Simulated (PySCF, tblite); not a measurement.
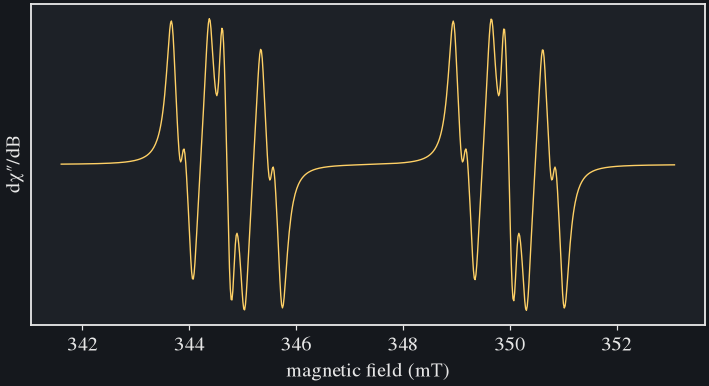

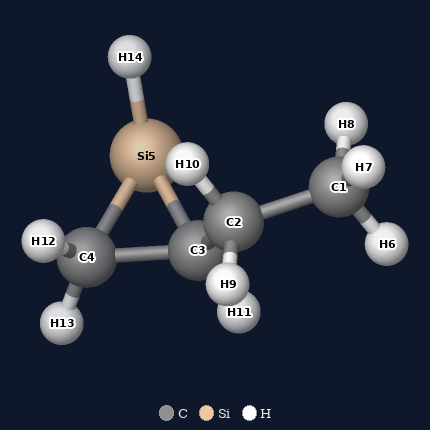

First-order isotropic EPR spectrum (fast tumbling, first derivative) of C₄H₉Si, SMILES CC[C@H]1C[SiH]1, doublet at 9.75 GHz, Lorentzian lines of 0.26 mT full width at half height, from computed g and hyperfine couplings (B3LYP/pcH-1, PySCF 2.14.0, at a GFN2-xTB geometry (a minimum by its frequencies), gas phase); values of one conformer, averaged over methyl-type rotors alone; other conformers aren't averaged in; no vibrational averaging; dilute isotopes left out. The SMILES is one Lewis form and needn't show where the spin sits.

Which couplings does the calculation give? The spectrum shows the sizes of those above the line width, not their signs.

| nuclei | isotope | a (mT) | a (MHz) |
| --- | --- | --- | --- |
| H14 | ¹H | 5.28 | 148.2 |
| H9 | ¹H | 0.95 | 26.8 |
| H13 | ¹H | 0.69 | 19.4 |
| H12 | ¹H | 0.24 | 6.8 |
| H11 | ¹H | 0.10 | 2.9 |
| H10 | ¹H | 0.01 | 0.4 |

What is the g value, and how wide is the spectrum?

g_iso = 2.0055, which centres the spectrum at 347.3 mT; it spans 7.3 mT.

Caveats: the tight-binding geometry is rougher than a DFT one and adds to the error.
